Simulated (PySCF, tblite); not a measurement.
# C4H7F3OSi2: geometry, infrared bands, NMR shifts and electronic excitations, part 1 of 2

What infrared bands, NMR shifts and electronic excitations should C4H7F3OSi2 (`O=C(C1[SiH2]C[SiH2]1)C(F)(F)F`) show?

Programs: tblite 0.8.0 and PySCF 2.14.0, with density-fitted response routines of our own. Each step states its level of theory. These are calculated values for one molecule in the gas phase, unless marked as measured. Atoms are numbered from 0 throughout.

### 1 The molecule as given

17 atoms, charge 0, multiplicity 1; geometry from: force field or distance geometry start.

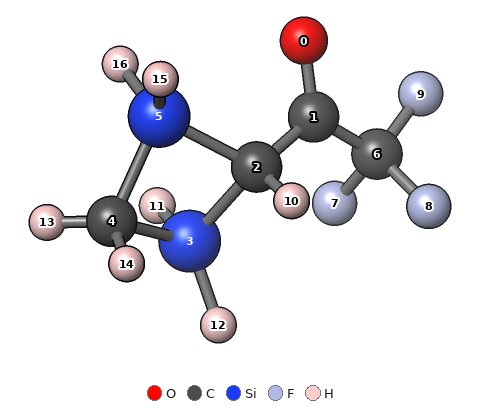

The starting geometry (oxygen red, carbon dark grey, silicon blue, fluorine light blue, hydrogen pink), atoms numbered.

### 2 Relaxing the molecule with GFN2-xTB

Job settings and geometry (Å):

```
{"job": {"kind": "relax", "xc": "GFN2-xTB", "basis": "xTB"}, "charge": 0, "multiplicity": 1}
O     -1.430800    -1.306800     1.410300
C     -1.407200    -0.424300     0.529300
C     -0.160300     0.382700     0.486500
Si     0.763200     0.304300    -1.154900
C      2.305700     0.520000    -0.081800
Si     1.346100    -0.387800     1.234900
C     -2.538700    -0.210000    -0.403500
F     -2.033800    -0.411700    -1.679600
F     -2.985900     1.093000    -0.374500
F     -3.567200    -1.115100    -0.169800
H     -0.378000     1.430600     0.742500
H      0.786500    -1.060400    -1.755100
H      0.525200     1.391000    -2.063000
H      3.196300    -0.004300    -0.455300
H      2.447600     1.627600     0.116200
H      1.629800     0.019500     2.627800
H      1.494600    -1.836200     0.980300
```

The run is started by

```console
$ OMP_NUM_THREADS=1 python probes_run.py task.json out
```

The driver reads the jobs from task.json and runs them one after another.

Output:

```text
step      E/eV     max force
  0    -919.27665    4.622
  1    -919.71678    3.478
  2    -919.83469    2.297
  3    -919.92980    0.930
  4    -919.99872    0.372
  5    -920.01903    0.383
  6    -920.05442    0.324
  7    -920.07077    0.283
  8    -920.08512    0.284
  9    -920.09659    0.252
 10    -920.10853    0.241
 11    -920.11789    0.207
 12    -920.12584    0.218
 13    -920.13348    0.233
 14    -920.14118    0.191
 15    -920.14824    0.216
 16    -920.15476    0.229
 17    -920.16192    0.224
 18    -920.17118    0.245
 19    -920.18216    0.273
 20    -920.19284    0.250
 21    -920.20328    0.245
 22    -920.21514    0.271
 23    -920.22967    0.285
 24    -920.24506    0.239
 25    -920.25698    0.239
 26    -920.26423    0.192
 27    -920.26857    0.198
 28    -920.27272    0.223
 29    -920.27822    0.214
 30    -920.28457    0.307
 31    -920.29282    0.245
 32    -920.30044    0.167
 33    -920.30445    0.161
 34    -920.30649    0.127
 35    -920.30851    0.115
 36    -920.31030    0.129
 37    -920.31289    0.126
 38    -920.31565    0.124
 39    -920.31848    0.117
 40    -920.32100    0.137
 41    -920.32329    0.156
 42    -920.32520    0.098
 43    -920.32661    0.098
 44    -920.32755    0.097
 45    -920.32839    0.121
 46    -920.32946    0.148
 47    -920.33110    0.126
 48    -920.33287    0.144
 49    -920.33471    0.122
 50    -920.33629    0.115
 51    -920.33761    0.110
 52    -920.33867    0.072
 53    -920.33965    0.088
 54    -920.34065    0.120
 55    -920.34187    0.086
 56    -920.34340    0.097
 57    -920.34469    0.089
 58    -920.34612    0.103
 59    -920.34758    0.093
 60    -920.34885    0.094
 61    -920.34979    0.082
 62    -920.35059    0.111
 63    -920.35151    0.113
 64    -920.35271    0.112
 65    -920.35426    0.152
 66    -920.35592    0.129
 67    -920.35750    0.146
 68    -920.35877    0.091
 69    -920.36035    0.123
 70    -920.36191    0.170
 71    -920.36376    0.226
 72    -920.36553    0.193
 73    -920.36758    0.130
 74    -920.36948    0.129
 75    -920.37226    0.194
 76    -920.37475    0.158
 77    -920.37787    0.140
 78    -920.37910    0.149
 79    -920.38045    0.149
 80    -920.38120    0.074
 81    -920.38249    0.066
 82    -920.38368    0.090
 83    -920.38578    0.110
 84    -920.38732    0.098
 85    -920.38820    0.071
 86    -920.38873    0.059
 87    -920.38936    0.076
 88    -920.39026    0.072
 89    -920.39157    0.087
 90    -920.39244    0.068
 91    -920.39346    0.071
 92    -920.39426    0.049
 93    -920.39462    0.068
 94    -920.39503    0.037
 95    -920.39532    0.043
 96    -920.39590    0.057
 97    -920.39638    0.054
 98    -920.39696    0.053
 99    -920.39736    0.046
100    -920.39768    0.042
101    -920.39792    0.041
102    -920.39820    0.040
103    -920.39853    0.045
104    -920.39893    0.044
105    -920.39948    0.074
106    -920.39999    0.093
107    -920.39945    0.165
108    -920.40106    0.053
109    -920.40134    0.042
110    -920.40180    0.040
111    -920.40195    0.043
112    -920.40224    0.062
113    -920.40276    0.074
114    -920.40312    0.062
115    -920.40345    0.031
116    -920.40359    0.024
117    -920.40366    0.021
118    -920.40373    0.022
119    -920.40384    0.025
120    -920.40398    0.027
121    -920.40413    0.030
122    -920.40426    0.027
123    -920.40436    0.025
124    -920.40446    0.027
125    -920.40457    0.031
126    -920.40471    0.032
127    -920.40482    0.020
128    -920.40489    0.024
129    -920.40494    0.027
130    -920.40503    0.027
131    -920.40516    0.030
132    -920.40532    0.032
133    -920.40547    0.035
134    -920.40563    0.047
135    -920.40583    0.037
136    -920.40608    0.040
137    -920.40635    0.039
138    -920.40665    0.032
139    -920.40686    0.028
140    -920.40704    0.028
141    -920.40719    0.031
142    -920.40730    0.022
143    -920.40737    0.026
144    -920.40743    0.020
145    -920.40750    0.023
146    -920.40759    0.026
147    -920.40766    0.021
148    -920.40771    0.013
149    -920.40774    0.010
150    -920.40775    0.009
```

It took 2.5 s on 1 thread of Arm Neoverse N1, shared host; peak memory 0.18 GiB.

The steps of the relaxation: (not every step is listed)

| step | energy from step 0 (eV) | largest force (eV/Å) |
| --- | --- | --- |
| 0 | 0.0000 | 4.6219 |
| 1 | -0.4401 | 3.4777 |
| 2 | -0.5580 | 2.2969 |
| 3 | -0.6531 | 0.9295 |
| 4 | -0.7221 | 0.3718 |
| 5 | -0.7424 | 0.3831 |
| 6 | -0.7778 | 0.3245 |
| 7 | -0.7941 | 0.2826 |
| 8 | -0.8085 | 0.2839 |
| 21 | -0.9266 | 0.2448 |
| 34 | -1.0298 | 0.1266 |
| 47 | -1.0544 | 0.1259 |
| 60 | -1.0722 | 0.0936 |
| 73 | -1.0909 | 0.1300 |
| 86 | -1.1121 | 0.0592 |
| 99 | -1.1207 | 0.0459 |
| 112 | -1.1256 | 0.0625 |
| 125 | -1.1279 | 0.0310 |
| 138 | -1.1300 | 0.0319 |
| 145 | -1.1309 | 0.0233 |
| 146 | -1.1309 | 0.0264 |
| 147 | -1.1310 | 0.0210 |
| 148 | -1.1311 | 0.0134 |
| 149 | -1.1311 | 0.0100 |
| 150 | -1.1311 | 0.0094 |

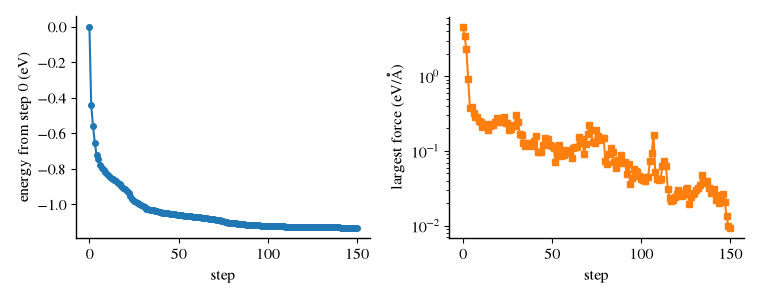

Energy and largest force along the relaxation.

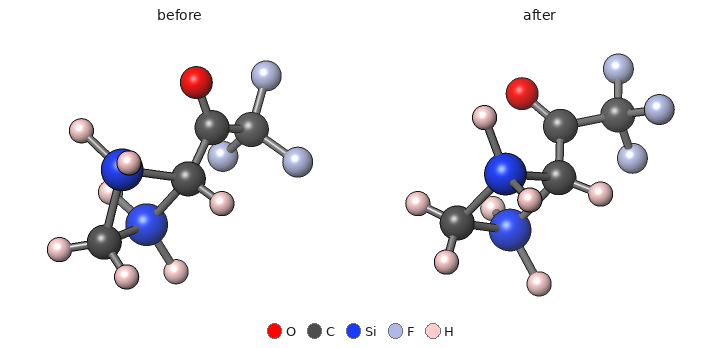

Before and after, at one scale.

Distances of close pairs at the start and the end, largest changes first:

```
  bond  before (Å)  after (Å)  change (Å)
C2–Si5       1.850      1.935      +0.085
C2–Si3       1.885      1.967      +0.082
 C1–C6       1.482      1.553      +0.071
 C6–F9       1.390      1.332      -0.058
C4–Si5       1.865      1.923      +0.058
 C1–C2       1.486      1.435      -0.051
C4–H14       1.134      1.086      -0.048
 C6–F7       1.387      1.350      -0.037
```

The final coordinates are the input of the step that follows.

### 3 Vibrational analysis with GFN2-xTB

Job settings and geometry (Å):

```
{"job": {"kind": "ir", "xc": "GFN2-xTB", "basis": "xTB"}, "charge": 0, "multiplicity": 1}
O     -0.783416    -1.865526     0.227204
C     -1.109583    -0.700792     0.142610
C     -0.252173     0.443225     0.266288
Si     0.947473     0.445108    -1.292913
C      2.380939     0.036516    -0.096282
Si     1.239470     0.097841     1.450141
C     -2.584286    -0.347054    -0.190262
F     -2.654671     0.403135    -1.310465
F     -3.146154     0.387778     0.788342
F     -3.365071    -1.408493    -0.382727
H     -0.814941     1.364352     0.386528
H      0.603916    -0.573783    -2.276135
H      0.948975     1.790309    -1.863591
H      2.830161    -0.937551    -0.270260
H      3.194976     0.756105    -0.095341
H      1.458479     1.262712     2.309054
H      1.098906    -1.141852     2.197899
```

Output:

```text
mode    cm-1     km/mol
  1      16.5      0.75
  2      33.7      0.57
  3      37.8      0.51
  4     121.0      2.43
  5     133.9      1.63
  6     172.1     12.85
  7     221.0      1.49
  8     273.0      1.52
  9     352.5      6.06
 10     392.1     13.02
 11     422.6      4.59
 12     443.9     33.57
 13     451.6      5.60
 14     488.4      5.15
 15     497.4      2.49
 16     516.4     22.83
 17     528.2     47.59
 18     619.0     93.30
 19     631.8     44.22
 20     639.9     74.66
 21     663.7     87.75
 22     695.4     79.50
 23     728.5     33.20
 24     734.2     31.75
 25     750.0    350.96
 26     755.6    281.87
 27     781.8    193.10
 28     787.3    109.32
 29     925.9      0.99
 30     995.5     84.59
 31    1037.6    237.92
 32    1081.6     71.70
 33    1092.6    163.18
 34    1106.6    252.85
 35    1163.6    109.00
 36    1280.2    139.59
 37    1441.0      9.00
 38    1720.1    407.10
 39    2263.3    246.28
 40    2285.5    351.45
 41    2325.3    265.73
 42    2346.5    276.11
 43    3011.1     12.27
 44    3016.7     21.98
 45    3023.3      3.10
```

Wall time 1.4 s (1 thread of Arm Neoverse N1, shared host); peak memory 0.18 GiB.

The strongest bands and the atoms that carry them (share of the mass-weighted mode):

```
cm⁻¹  km/mol                                atoms
 750   351.0                   H15 28 %, H16 25 %
 756   281.9          H12 31 %, H11 28 %, C2 14 %
1107   252.8  H10 27 %, C6 25 %, C2 18 %, F9 10 %
1720   407.1                     C1 63 %, O0 35 %
2263   246.3                             H15 95 %
2286   351.4                             H12 94 %
2325   265.7                             H11 95 %
2346   276.1                             H16 96 %
```

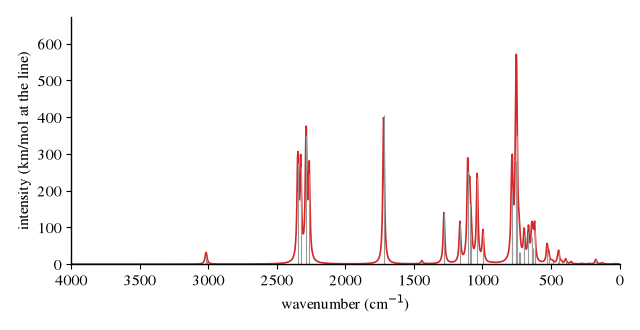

The infrared spectrum from these modes, unscaled. Lines are broadened to a width of 14 cm⁻¹ (Lorentzian).

### 4 Relaxing the molecule at PBE0-D3(BJ)/def2-SVP

Job settings and geometry (Å):

```
{"job": {"xc": "PBE0", "basis": "def2-SVP", "d3": "d3bj", "grid": 1, "shake": 0.01, "kind": "geom"}, "charge": 0, "multiplicity": 1}
O     -0.763010    -1.891080     0.231380
C     -1.115260    -0.705320     0.140450
C     -0.272370     0.440910     0.257640
Si     0.980700     0.447370    -1.296440
C      2.378130     0.029840    -0.106830
Si     1.235560     0.102660     1.447760
C     -2.574710    -0.349050    -0.190020
F     -2.639210     0.408590    -1.315520
F     -3.147980     0.393180     0.807690
F     -3.367770    -1.410930    -0.372700
H     -0.823810     1.361430     0.395350
H      0.609720    -0.572870    -2.269430
H      0.920690     1.800520    -1.873190
H      2.813470    -0.934790    -0.263250
H      3.190530     0.745340    -0.095080
H      1.457950     1.276770     2.316530
H      1.100840    -1.130740     2.195840
```

Output:

```text
step   0  E = -1109.01888435  max force = 0.051682
step   1  E = -1109.03031908  max force = 0.007319
step   2  E = -1109.03110992  max force = 0.003213
step   3  E = -1109.03128912  max force = 0.002391
step   4  E = -1109.03132942  max force = 0.003740
step   5  E = -1109.03141862  max force = 0.001270
step   6  E = -1109.03148348  max force = 0.000893
step   7  E = -1109.03162495  max force = 0.002440
step   8  E = -1109.03176210  max force = 0.002762
step   9  E = -1109.03189341  max force = 0.002141
step  10  E = -1109.03200091  max force = 0.001434
step  11  E = -1109.03205533  max force = 0.001169
step  12  E = -1109.03208372  max force = 0.000914
step  13  E = -1109.03211233  max force = 0.000679
step  14  E = -1109.03213362  max force = 0.000769
step  15  E = -1109.03215183  max force = 0.000905
step  16  E = -1109.03215989  max force = 0.000772
step  17  E = -1109.03213788  max force = 0.000725
step  18  E = -1109.03212295  max force = 0.000991
step  19  E = -1109.03211767  max force = 0.001181
step  20  E = -1109.03212942  max force = 0.001105
step  21  E = -1109.03215349  max force = 0.000336
step  22  E = -1109.03216946  max force = 0.000255
optimisation converged
```

It took 12 min on 1 thread of Arm Neoverse N1, shared host; peak memory 0.92 GiB.

Along the way:

```csv
step,energy from step 0 (eV),largest force component (eV/Å)
0,0.0000,2.6576
1,-0.3112,0.3764
2,-0.3327,0.1652
3,-0.3376,0.1230
4,-0.3386,0.1923
5,-0.3411,0.0653
6,-0.3428,0.0459
7,-0.3467,0.1255
8,-0.3504,0.1420
9,-0.3540,0.1101
10,-0.3569,0.0737
11,-0.3584,0.0601
12,-0.3592,0.0470
13,-0.3600,0.0349
14,-0.3605,0.0395
15,-0.3610,0.0465
16,-0.3612,0.0397
17,-0.3606,0.0373
18,-0.3602,0.0510
19,-0.3601,0.0607
20,-0.3604,0.0568
21,-0.3611,0.0173
22,-0.3615,0.0131
```

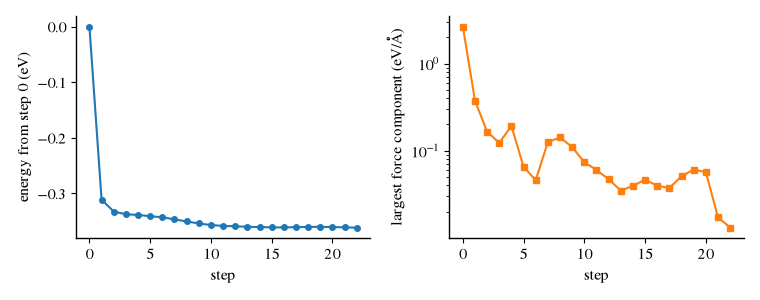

Energy and largest force along the relaxation.

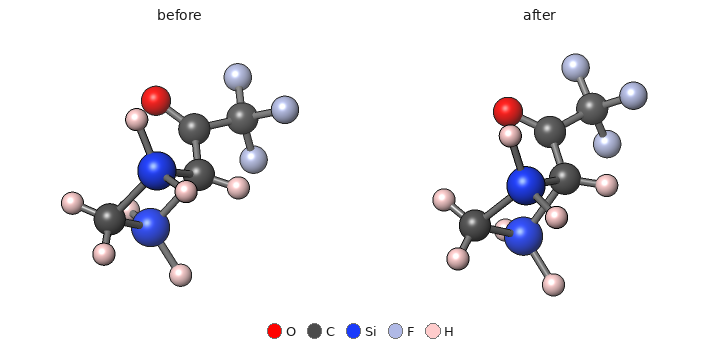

The geometry before (left) and after (right).

Distances of close pairs at the start and the end, largest changes first:

```csv
bond,before (Å),after (Å),change (Å)
C2–Si3,1.996,1.941,-0.056
C1–C2,1.428,1.474,+0.046
Si5–H16,1.449,1.489,+0.041
C4–Si5,1.931,1.895,-0.036
C6–F8,1.369,1.336,-0.034
Si3–H11,1.458,1.491,+0.033
C4–H13,1.070,1.103,+0.033
O0–C1,1.240,1.209,-0.031
```

The next job starts from the end point, and lists it.

| at the end point | value |
| --- | --- |
| point group (found at 0.08 Å tolerance) | C1 |
| rotational constants (GHz, main isotopes) | 1.877, 0.608, 0.570 |
| dipole moment (D) | 2.98 |

(Continued in part 2 of 2.)
